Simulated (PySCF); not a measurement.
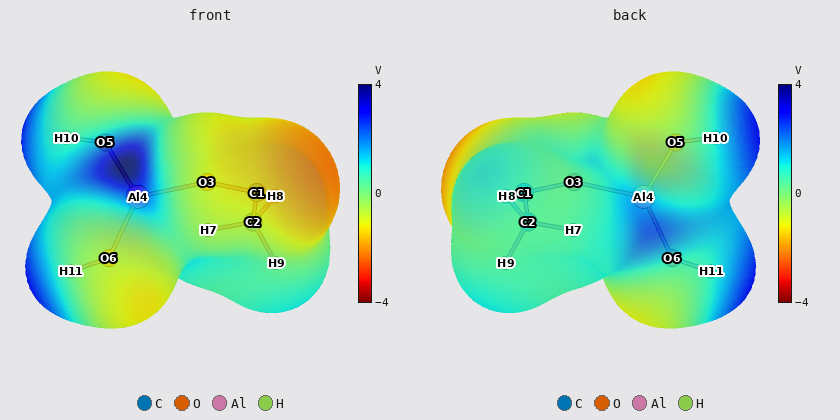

C2H5AlO3 (SMILES C[C][O][Al]([OH])[OH]). The molecular electrostatic potential painted on the density surface at 0.002 e/bohr³, seen from the front and from behind; red is negative and blue positive.

Geometry: PBE0-D3(BJ)/def2-SVP.

These are results of PySCF 2.14.0, PBE0/pcSseg-2, SCF density, gas phase, non-relativistic, not measurements.

Input file:

```
{"job": {"kind": "nmr", "xc": "PBE0", "basis": "pcSseg-2"}, "charge": 0, "multiplicity": 1}
C      1.211117     1.445261     0.627628
C      1.797695     0.503992    -0.369018
O     -0.011191     1.142940     0.899518
Al    -1.069952    -0.159794     0.331464
O     -2.127524     0.265712    -0.912907
O     -1.091545    -1.539940     1.302685
H      1.081597    -0.303241    -0.706997
H      2.134051     1.069553    -1.253984
H      2.695368     0.025001     0.055850
H     -2.894479    -0.193567    -1.253258
H     -1.692331    -2.284466     1.289299
```

Launched as:

```sh
OMP_NUM_THREADS=1 python cluster_run.py task.json out
```

> Which sites attract a positive test charge, and which a negative one?

A positive charge is drawn to the negative regions and a negative charge to the positive ones. The most negative region (about −2.3 V, or −53 kcal/mol for a unit charge) lies over C1, the most positive (about +3.6 V, or +83 kcal/mol for a unit charge) over Al4.

> What dipole moment does the calculation give?

Its dipole moment is 5.02 D.
